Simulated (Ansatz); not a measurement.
**BrClF$_{3}$HHf: density, localisation and related maps**

The calculation's input:

```
crystal:
  periodic: [false, false, false]
  atoms:
    - { symbol: Hf, position_ang: [0.204259, 0.0, -0.051646] }
    - { symbol: Cl, position_ang: [0.241404, 0.0, 2.431369] }
    - { symbol: F, position_ang: [2.005402, 0.0, -0.644178] }
    - { symbol: F, position_ang: [-0.584432, 1.567805, -0.778382] }
    - { symbol: F, position_ang: [-0.584432, -1.567805, -0.778382] }
    - { symbol: Br, position_ang: [-3.384082, 0.0, 1.472049] }
    - { symbol: H, position_ang: [-2.33172, 0.0, 2.526871] }
basis:
  gaussian: { orbitals: def2-SVP }
hamiltonian:
  xc: hf
relax:
  f_tol: 0.03
  max_steps: 50
output:
  orbitals: {}
```

Command:

```sh
ansatz run input.yaml --threads 2 --pin off --max-ram 3072MiB --backend cpu --events-out ev --progress --plain --runs-dir out
```

The fields are those of the run's last geometry, not of the input's.

Core potentials replace the inner electrons of Hf.

The calculation used RHF/def2-SVP (Ansatz).

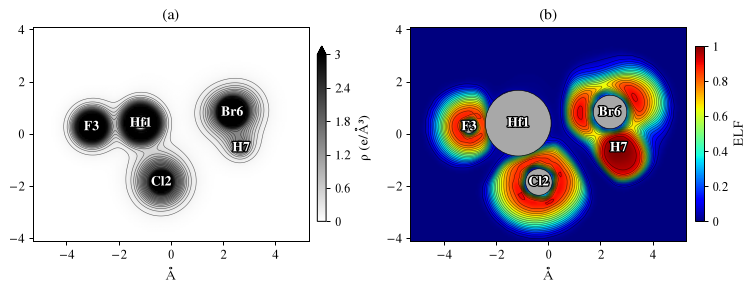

Figure 1. (a) electron density; (b) electron localisation function on the plane of atoms Cl2, Hf1 and Br6. Grey discs cover the atomic cores in the ELF map.

Q: Read the bonding off the picture.

A: The plane passes through Hf, Cl, F, Br and H nuclei. Hf–F (1.90 Å): ρ at the midpoint is about 0.86 e/Å³; the ELF peaks at about 0.85 in the valence shell of F, 0.5 Å from its nucleus, and drops to about 0.20 between the two atoms. Hf–Cl (2.39 Å): ρ is about 0.53 e/Å³ halfway; the ELF peaks at about 0.85 in the valence shell of Cl, 0.9 Å from its nucleus, and is about 0.35 at the midpoint. Hf–Br (3.55 Å): ρ is about 0.06 e/Å³ halfway, with its minimum of 0.05 e/Å³ about 1.6 Å from Hf; the ELF peaks at about 0.90 in the valence shell of Br, 1.2 Å from its nucleus, and drops to about 0 between the two atoms. Br–H (1.41 Å): ρ at the midpoint is about 1.6 e/Å³; the ELF climbs to about 1 towards the hydrogen, as it does in any bond to H.

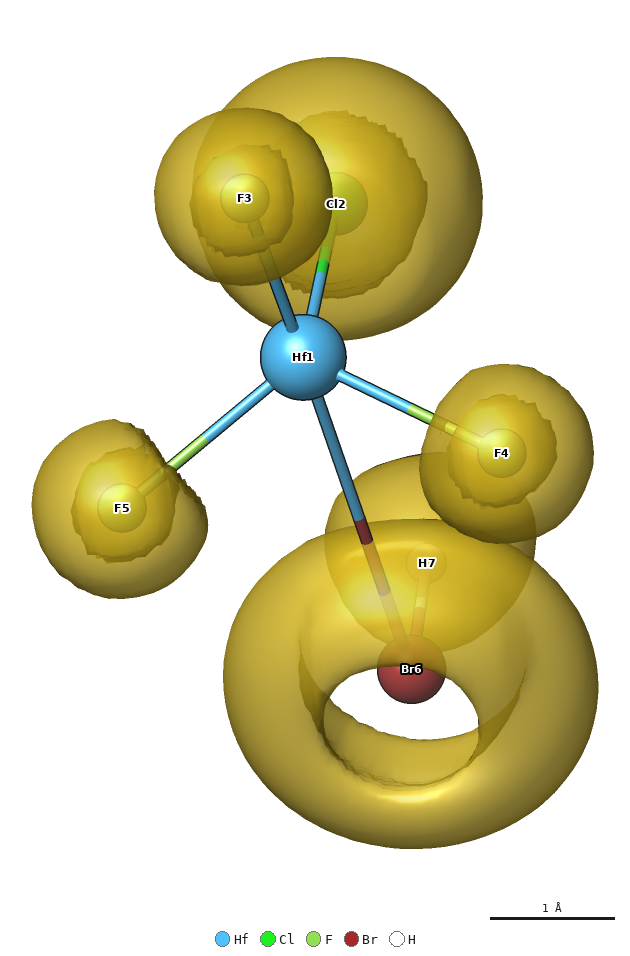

Figure 2. Isosurface of the electron localisation function at 0.8 (yellow), seen at an oblique angle. Only the valence region is drawn (cores and ρ < 0.01 e/Å³ removed).

Q: Where are the electrons localised?

A: The ELF exceeds this value in one region around a hydrogen nucleus, one region wrapped around Br (its valence shell), one region wrapped around Cl (its valence shell) and three regions wrapped around F (the valence shell of each).
